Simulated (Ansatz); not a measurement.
## C2H6Ga: single-point calculation

- system: C2H6Ga, multiplicity 2, SMILES C[Ga]C
- method: MRCI/3-21G, ROHF (Ansatz 0.2.0)

The geometry comes from this level: PBE0-D4/def2-TZVP.

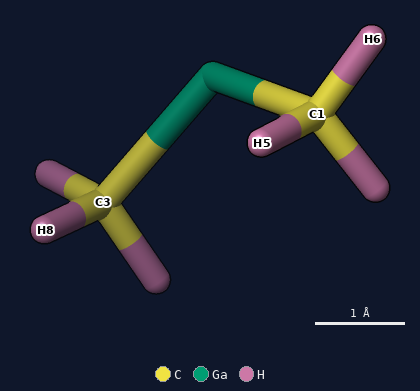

Figure 1. The input geometry (stick view, seen at a tilt; atoms are numbered from 1 in the order of the input). Sticks mark near contacts. Bond lengths as drawn: C–Ga 2.00 Å and C–H 1.09 Å.

## Key numbers

```csv
quantity,value
outcome,converged
total energy,−1982.683757 hartree
SCF energy,−1982.431302 hartree
correlation energy,−0.252455 hartree
basis functions,52
⟨S²⟩,0.750
SCF solution under orbital rotations,stable
hardware,"1 thread of Arm Neoverse V1, 24 GiB of memory available, shared host"
wall time,25 s
peak memory,0.29 GiB
```

## The input
```yaml
crystal:
  periodic: [false, false, false]
  atoms:
    - {symbol: C, position_ang: [-1.246620, 1.163020, 0.175280]}
    - {symbol: Ga, position_ang: [0.456630, 0.385560, 0.873010]}
    - {symbol: C, position_ang: [1.273950, -1.139610, -0.126050]}
    - {symbol: H, position_ang: [-2.014290, 0.382510, 0.177460]}
    - {symbol: H, position_ang: [-1.092470, 1.479700, -0.861100]}
    - {symbol: H, position_ang: [-1.602690, 2.011340, 0.758180]}
    - {symbol: H, position_ang: [2.201980, -1.496820, 0.318200]}
    - {symbol: H, position_ang: [1.469380, -0.822030, -1.155250]}
    - {symbol: H, position_ang: [0.554120, -1.963680, -0.159730]}
basis:
  gaussian:
    orbitals: 3-21G-spherical.json
    fitting: {mean_field: x2c-jfit}
magnetization:
  spin_polarized: false
  initial_magnetization: 1
hamiltonian:
  pseudopotentials: {relativity: none}
correlation:
  method: fic_mrcisd_q
  active_space: {window: {electrons: 9, orbitals: 7}}
accuracy: high
output: {orbitals: {seedname: orbitals}}
```

Launched with:
```bash
ansatz run molecule.yaml --threads 1 --pin off --max-ram 3480MiB --events-out events.jsonl --progress --plain --runs-dir runs
```

## The program's output
```
Functional definition: HF
  name "HF"
  exchange = exact_x
  correlation = 0
295 factors; integrals over basis functions are off by at most 1.6e1 eV
mean field evaluation 1: about -53942.5423 eV, gradient 2.6e1 eV
mean field evaluation 2: about -53944.3230 eV, gradient 1.0e1 eV
mean field evaluation 4: about -53944.7030 eV, gradient 2.6e-1 eV
mean field -53944.70387131 eV, -1982.4313022370 hartree, gradient 7.6e-9 eV, S^2 0.750000; 0 other end points of the search recorded, 0 dependent functions left out
reference -53944.70387131 eV, -1982.4313022370 hartree; 25, 24 occupied and 27, 28 virtual orbitals, 295 factors
state -53945.64806092 eV, -1982.4660005651 hartree
contracted CI cycle   1: correlation 0.00000000 eV, 0.0000000000 hartree, residual 1.94e1 eV
contracted CI cycle   2: correlation -5.14286079 eV, -0.1889966483 hartree, residual 4.02e0 eV
contracted CI cycle   3: correlation -5.39582462 eV, -0.1982928975 hartree, residual 1.09e0 eV
contracted CI cycle   4: correlation -5.41524418 eV, -0.1990065529 hartree, residual 3.27e-1 eV
contracted CI cycle   5: correlation -5.41691515 eV, -0.1990679601 hartree, residual 8.37e-2 eV
contracted CI cycle   6: correlation -5.41704283 eV, -0.1990726524 hartree, residual 2.28e-2 eV
contracted CI cycle   7: correlation -5.41705140 eV, -0.1990729672 hartree, residual 8.04e-3 eV
contracted CI cycle   8: correlation -5.41705245 eV, -0.1990730056 hartree, residual 2.69e-3 eV
contracted CI cycle   9: correlation -5.41705258 eV, -0.1990730103 hartree, residual 8.31e-4 eV
contracted CI cycle  10: correlation -5.41705259 eV, -0.1990730107 hartree, residual 2.55e-4 eV
contracted CI cycle  11: correlation -5.41705259 eV, -0.1990730108 hartree, residual 8.48e-5 eV
contracted CI cycle  12: correlation -5.41705259 eV, -0.1990730108 hartree, residual 2.60e-5 eV
contracted CI cycle  13: correlation -5.41705259 eV, -0.1990730108 hartree, residual 8.90e-6 eV
contracted CI cycle  14: correlation -5.41705259 eV, -0.1990730108 hartree, residual 3.22e-6 eV
state -53945.64806092 eV, -1982.4660005651 hartree; corrected -53951.57351695 eV, -1982.6837570579 hartree
state -53945.59694688 eV, -1982.4641221588 hartree
contracted CI cycle   1: correlation 0.00000000 eV, 0.0000000000 hartree, residual 1.96e1 eV
contracted CI cycle   2: correlation -5.19143163 eV, -0.1907815937 hartree, residual 3.99e0 eV
contracted CI cycle   3: correlation -5.44644960 eV, -0.2001533310 hartree, residual 1.07e0 eV
contracted CI cycle   4: correlation -5.46485191 eV, -0.2008296034 hartree, residual 3.14e-1 eV
contracted CI cycle   5: correlation -5.46635963 eV, -0.2008850111 hartree, residual 8.31e-2 eV
contracted CI cycle   6: correlation -5.46647894 eV, -0.2008893956 hartree, residual 2.40e-2 eV
contracted CI cycle   7: correlation -5.46648776 eV, -0.2008897199 hartree, residual 8.08e-3 eV
contracted CI cycle   8: correlation -5.46648870 eV, -0.2008897544 hartree, residual 2.68e-3 eV
contracted CI cycle   9: correlation -5.46648881 eV, -0.2008897584 hartree, residual 8.55e-4 eV
contracted CI cycle  10: correlation -5.46648882 eV, -0.2008897588 hartree, residual 2.51e-4 eV
contracted CI cycle  11: correlation -5.46648882 eV, -0.2008897589 hartree, residual 8.41e-5 eV
contracted CI cycle  12: correlation -5.46648882 eV, -0.2008897589 hartree, residual 2.84e-5 eV
contracted CI cycle  13: correlation -5.46648882 eV, -0.2008897589 hartree, residual 8.92e-6 eV
contracted CI cycle  14: correlation -5.46648882 eV, -0.2008897589 hartree, residual 3.17e-6 eV
state -53945.59694688 eV, -1982.4641221588 hartree; corrected -53951.57048662 eV, -1982.6836456953 hartree
state -53945.64806092 eV, -1982.4660005651 hartree; corrected -53951.57351695 eV, -1982.6837570579 hartree
state -53945.60222346 eV, -1982.4643160698 hartree
contracted CI cycle   1: correlation 0.00000000 eV, 0.0000000000 hartree, residual 1.96e1 eV
contracted CI cycle   2: correlation -5.20564664 eV, -0.1913039854 hartree, residual 3.88e0 eV
contracted CI cycle   3: correlation -5.44496355 eV, -0.2000987196 hartree, residual 9.94e-1 eV
contracted CI cycle   4: correlation -5.46084993 eV, -0.2006825334 hartree, residual 2.80e-1 eV
contracted CI cycle   5: correlation -5.46205342 eV, -0.2007267610 hartree, residual 7.58e-2 eV
contracted CI cycle   6: correlation -5.46215392 eV, -0.2007304540 hartree, residual 2.23e-2 eV
contracted CI cycle   7: correlation -5.46216145 eV, -0.2007307308 hartree, residual 7.35e-3 eV
contracted CI cycle   8: correlation -5.46216222 eV, -0.2007307593 hartree, residual 2.46e-3 eV
contracted CI cycle   9: correlation -5.46216232 eV, -0.2007307627 hartree, residual 7.83e-4 eV
contracted CI cycle  10: correlation -5.46216233 eV, -0.2007307631 hartree, residual 2.46e-4 eV
contracted CI cycle  11: correlation -5.46216233 eV, -0.2007307631 hartree, residual 8.76e-5 eV
contracted CI cycle  12: correlation -5.46216233 eV, -0.2007307631 hartree, residual 2.86e-5 eV
contracted CI cycle  13: correlation -5.46216233 eV, -0.2007307631 hartree, residual 9.89e-6 eV
contracted CI cycle  14: correlation -5.46216233 eV, -0.2007307631 hartree, residual 3.54e-6 eV
state -53945.60222346 eV, -1982.4643160698 hartree; corrected -53951.57099717 eV, -1982.6836644575 hartree
state -53945.64806092 eV, -1982.4660005651 hartree; corrected -53951.57351695 eV, -1982.6837570579 hartree
state -53945.59687815 eV, -1982.4641196330 hartree
contracted CI cycle   1: correlation 0.00000000 eV, 0.0000000000 hartree, residual 1.96e1 eV
contracted CI cycle   2: correlation -5.19132339 eV, -0.1907776159 hartree, residual 3.99e0 eV
contracted CI cycle   3: correlation -5.44652496 eV, -0.2001561005 hartree, residual 1.07e0 eV
contracted CI cycle   4: correlation -5.46493005 eV, -0.2008324750 hartree, residual 3.14e-1 eV
contracted CI cycle   5: correlation -5.46643713 eV, -0.2008878592 hartree, residual 8.31e-2 eV
contracted CI cycle   6: correlation -5.46655633 eV, -0.2008922398 hartree, residual 2.40e-2 eV
contracted CI cycle   7: correlation -5.46656514 eV, -0.2008925637 hartree, residual 8.07e-3 eV
contracted CI cycle   8: correlation -5.46656608 eV, -0.2008925981 hartree, residual 2.68e-3 eV
contracted CI cycle   9: correlation -5.46656619 eV, -0.2008926022 hartree, residual 8.55e-4 eV
contracted CI cycle  10: correlation -5.46656620 eV, -0.2008926026 hartree, residual 2.51e-4 eV
contracted CI cycle  11: correlation -5.46656620 eV, -0.2008926026 hartree, residual 8.43e-5 eV
contracted CI cycle  12: correlation -5.46656620 eV, -0.2008926026 hartree, residual 2.85e-5 eV
contracted CI cycle  13: correlation -5.46656620 eV, -0.2008926026 hartree, residual 9.02e-6 eV
contracted CI cycle  14: correlation -5.46656620 eV, -0.2008926026 hartree, residual 3.23e-6 eV
state -53945.59687815 eV, -1982.4641196330 hartree; corrected -53951.57052126 eV, -1982.6836469683 hartree
state -53945.64806092 eV, -1982.4660005651 hartree; corrected -53951.57351695 eV, -1982.6837570579 hartree
1 active orbitals were swapped for others, from the solution at -53945.59691177 eV, -1982.4641208687 hartree to that at -53945.60218620 eV, -1982.4643147002 hartree; typed "places" are swapped only where nearly empty or full, and so, without "given_window_search", are "orbital_numbers", "shells" and a window whose orbitals a file names under [Active]
2 active orbitals were swapped for others, from the solution at -53945.60218620 eV, -1982.4643147002 hartree to that at -53945.64804020 eV, -1982.4659998037 hartree; typed "places" are swapped only where nearly empty or full, and so, without "given_window_search", are "orbital_numbers", "shells" and a window whose orbitals a file names under [Active]
Total energy: -53951.57351695 eV, -1982.6837570579 hartree
```
